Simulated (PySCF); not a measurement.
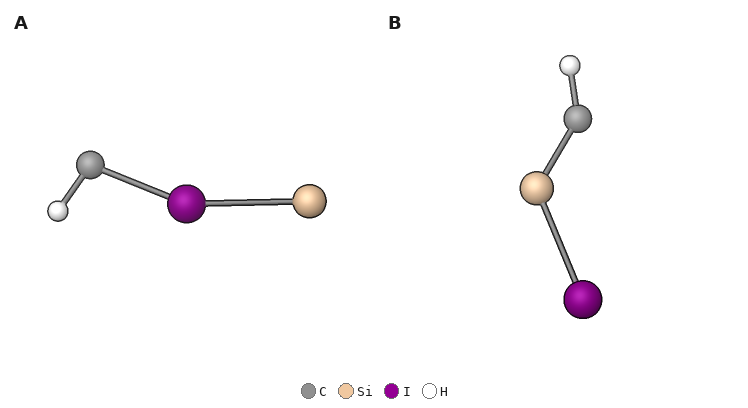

2 stationary structures of one formula. Geometries: PBE-D4/def2-SVP. Electronic energies: PBE-D4/def2-SVP (PySCF 2.14.0), without zero-point energy. No frequency run is at hand to confirm each as a minimum.

> Which structure is the most stable?

B is lowest (Cs); A lies 3.957 eV above it.
